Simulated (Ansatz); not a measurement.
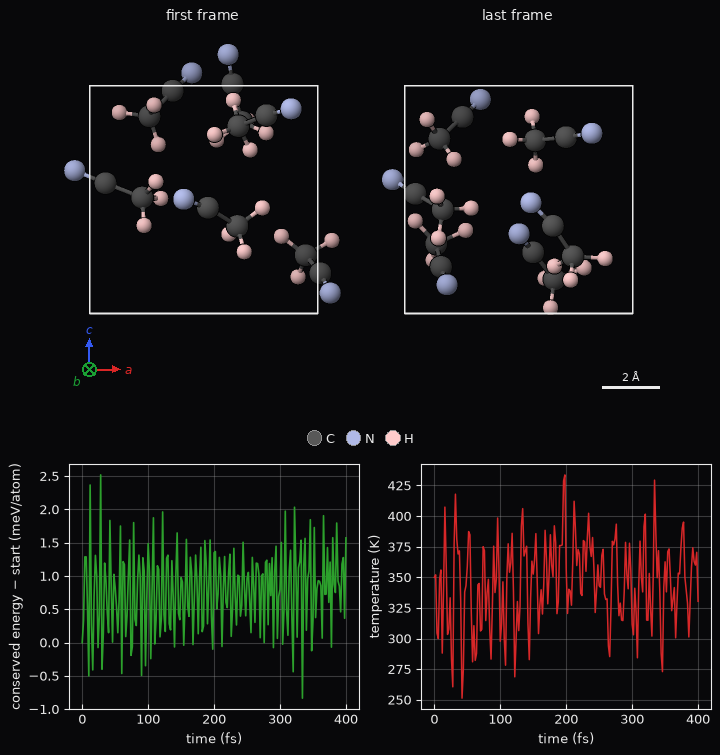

Molecular dynamics of a periodic cell with 6 CH3CN at 0.784 g/cm³, 400 fs long. It starts from the last geometry of an earlier run, with fresh velocities. Style: ball-and-stick. Shown: the simulation cell, along the b axis.

Method: DFT PBE-D3(BJ), scalar-relativistic, plane waves, PAW in Ansatz 0.2.0. Settings: plane-wave cutoff 420 eV; k-point mesh 1 × 1 × 1; Fermi-Dirac smearing 0.02 eV; low-accuracy preset; Nosé-Hoover thermostat (NVT); set temperature 350 K; time step 2 fs; H given the mass 2.014 u; thermostat time 200.0 fs.

Input
```yaml
accuracy: low
crystal:
  lattice:
    - [8.051748, 0.0, 0.0]
    - [0.0, 8.051748, 0.0]
    - [0.0, 0.0, 8.051748]
  atoms:
    - { symbol: C, position: [0.64412407, 0.29229841, 0.38005574] }
    - { symbol: C, position: [0.51487128, 0.17526579, 0.46034546] }
    - { symbol: "N", position: [0.40855717, 0.08433614, 0.49753506] }
    - { symbol: H, position: [0.7535246, 0.28814334, 0.45964547] }
    - { symbol: H, position: [0.67403723, 0.21861871, 0.26696299] }
    - { symbol: H, position: [0.60647351, 0.42534959, 0.34432557] }
    - { symbol: C, position: [0.22636719, 0.49336989, 0.50514731] }
    - { symbol: C, position: [0.06529342, 0.52259632, 0.56807579] }
    - { symbol: "N", position: [-0.06977963, 0.55300275, 0.62293355] }
    - { symbol: H, position: [0.30782618, 0.60077137, 0.50102737] }
    - { symbol: H, position: [0.28637193, 0.38409312, 0.574871] }
    - { symbol: H, position: [0.23466446, 0.44583848, 0.38236243] }
    - { symbol: C, position: [0.25827848, 0.93707835, 0.86152033] }
    - { symbol: C, position: [0.35981521, 1.04358478, 0.97328185] }
    - { symbol: "N", position: [0.44396068, 1.13133726, 1.05188675] }
    - { symbol: H, position: [0.27857985, 0.80704344, 0.91092215] }
    - { symbol: H, position: [0.12591653, 0.97655993, 0.87794904] }
    - { symbol: H, position: [0.29683088, 0.95952443, 0.73697092] }
    - { symbol: C, position: [0.66326144, 0.79718309, 0.83657323] }
    - { symbol: C, position: [0.6225142, 0.74621926, 1.00352413] }
    - { symbol: "N", position: [0.6032442, 0.68371812, 1.13260744] }
    - { symbol: H, position: [0.77038073, 0.7229062, 0.78899615] }
    - { symbol: H, position: [0.55314356, 0.79070239, 0.75744045] }
    - { symbol: H, position: [0.68673555, 0.93270941, 0.84507984] }
    - { symbol: C, position: [0.64828226, 0.35980175, 0.81832478] }
    - { symbol: C, position: [0.77186015, 0.23433181, 0.86658192] }
    - { symbol: "N", position: [0.87979905, 0.13794901, 0.89414695] }
    - { symbol: H, position: [0.62623682, 0.44026377, 0.93156135] }
    - { symbol: H, position: [0.69972636, 0.43390543, 0.71388823] }
    - { symbol: H, position: [0.54375189, 0.29013487, 0.781378] }
    - { symbol: C, position: [0.94355614, 0.86059852, 0.25209726] }
    - { symbol: C, position: [1.00801733, 0.72040603, 0.17268903] }
    - { symbol: "N", position: [1.05159549, 0.6143559, 0.08595921] }
    - { symbol: H, position: [0.83713028, 0.83692166, 0.33499202] }
    - { symbol: H, position: [1.05832163, 0.91430591, 0.31706375] }
    - { symbol: H, position: [0.91010804, 0.94815587, 0.15710117] }
basis:
  ecutwfc: 420.0
kpoints:
  mp_grid: { grid: [1, 1, 1] }
hamiltonian:
  xc: pbe
  dispersion: d3bj
scf:
  occupations: { method: fermi_dirac, width: 0.02 }
  lower_state_search: "off"
  max_iter: 70
md:
  timestep: 2.0
  n_steps: 200
  ensemble: nvt_nose_hoover
  temperature: 350.0
  initial_velocities: maxwell_boltzmann
  seed: 843660
  nose_hoover: { tau: 200.0, chain_length: 3 }
  masses: [{ species: H, mass: 2.014 }]
```

Run as
```bash
ansatz run input.yaml --threads 1 --pin off --max-ram 3072MiB --backend cpu --events-out ev --progress --plain --runs-dir out
```

Is this trajectory numerically sound?

The conserved quantity stays between −0.83 and 2.5 meV per atom of its start. A straight-line fit has a slope that amounts to +0.25 meV per atom over 400 fs (0.6 % of the mean kinetic energy), and the ripple about it is 14 % of the kinetic energy's fluctuation. That is tolerable for a short run, though not tight (an offset or drift over 2 % of the kinetic energy, or a ripple over 7 %). The time step of 2 fs is long for the fastest vibrations here (lightest element hydrogen). The mean temperature in the second half is 349 K (standard deviation 30 K). The potential energy in the second half lies on average 6.1 meV per atom above the first frame.

Limits of the set-up: the program's low-accuracy preset was used; masses were changed (H 2.014 u), which shifts the vibrations; the periodic images lie only 8.1 Å apart, so the values are limited by the cell's size.

Cost: 19 min on 1 thread of Arm Neoverse N1, on a shared host, peak memory 0.5 GiB.
